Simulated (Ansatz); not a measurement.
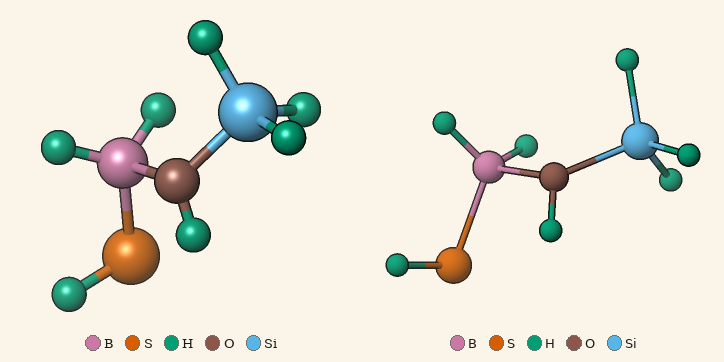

Two views of one molecule.

The geometry was computed by an optimisation with PBE0-D4/def2-TZVP.

Identify the structure.

The molecule is BH₇OSSi. This geometry has C1 symmetry. Coordination: 1 B tetrahedral; 1 S bent; 1 O trigonal pyramidal; 1 Si tetrahedral.

The parts below concern this one geometry. Atoms keep their numbers from picture to picture.

**Geometry**

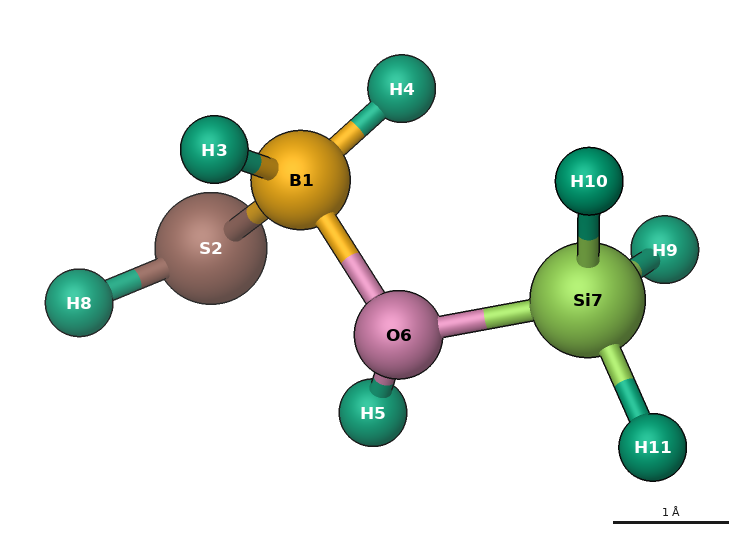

Atoms carry their numbers in the input.

Which atoms are bonded, and how long are the bonds?

```csv
bond,length (Å)
B1–S2,1.870
B1–H3,1.196
B1–H4,1.208
B1–O6,1.690
S2–H8,1.343
H5–O6,0.970
O6–Si7,1.702
Si7–H9,1.478
Si7–H10,1.473
Si7–H11,1.482
```

**Electronic properties**

Method: RKS PBE0-D4/def2-TZVP (Ansatz 0.2.0).

What is the dipole moment?

3.77 D.

Estimate the harmonic zero-point energy.

191.0 kJ/mol.

Estimate the dispersion correction.

−18.8 kJ/mol.

**Charges**

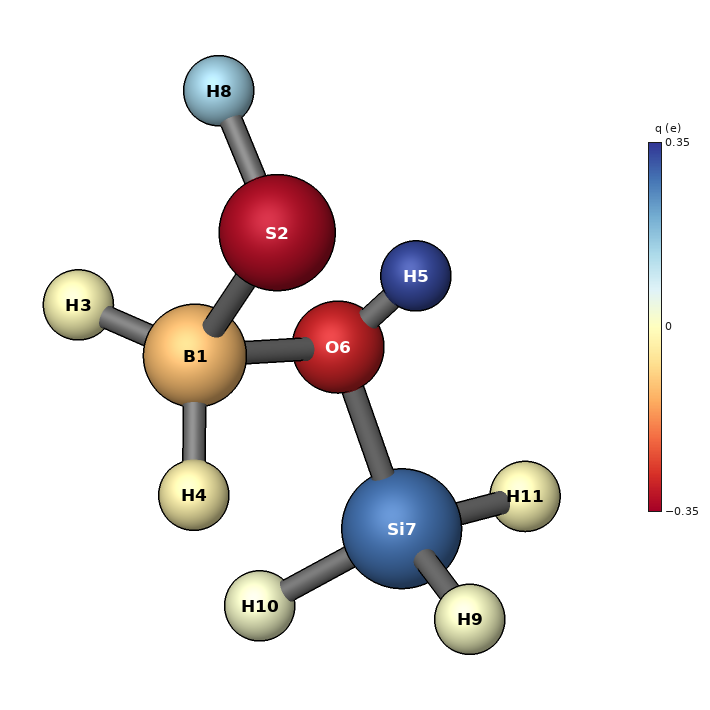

Atoms are coloured by their Mulliken charges. Properties computed with RKS PBE0-D4/def2-TZVP (Ansatz 0.2.0).

Which atom carries the highest charge (most positive or least negative)?

H5 (0.33 e).

And the lowest?

S2 (−0.33 e).

Give the Mulliken charges atom by atom.

```json
{"atom": "B1", "value (e)": "−0.11"}
{"atom": "S2", "value (e)": "−0.33"}
{"atom": "H3", "value (e)": "−0.01"}
{"atom": "H4", "value (e)": "−0.03"}
{"atom": "H5", "value (e)": "0.33"}
{"atom": "O6", "value (e)": "−0.30"}
{"atom": "Si7", "value (e)": "0.28"}
{"atom": "H8", "value (e)": "0.15"}
{"atom": "H9", "value (e)": "0.01"}
{"atom": "H10", "value (e)": "0.02"}
{"atom": "H11", "value (e)": "−0.01"}
```

**Vibrations**

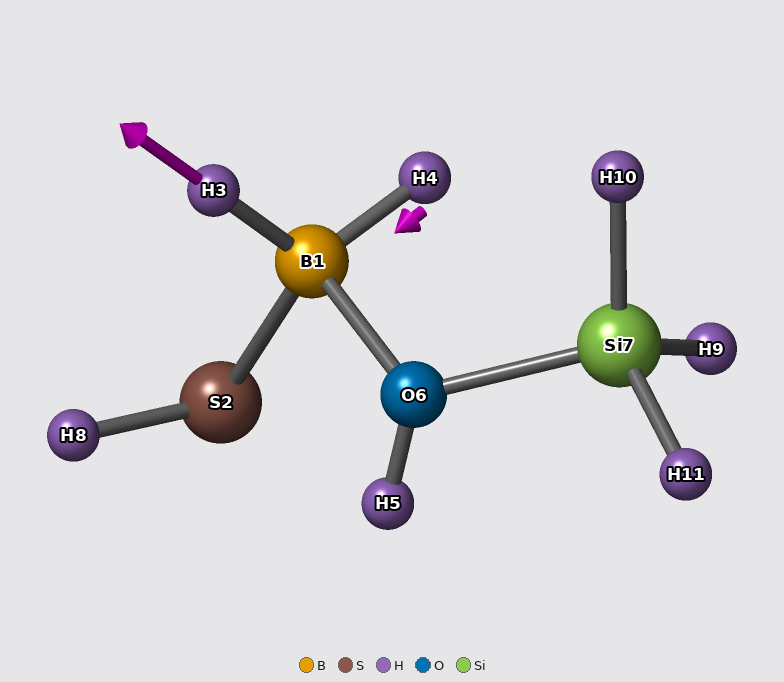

The arrows show one normal mode. Harmonic vibrations computed with RKS PBE0-D4/def2-TZVP (Ansatz 0.2.0) at a stationary point of the same level.

Describe the motion.

Mostly B–H stretching.

At what wavenumber does it lie?

2618 cm⁻¹; it is mode 25 of 27 counted from the lowest.

Mulliken values depend strongly on the basis set and can even reverse the polarity of a bond.
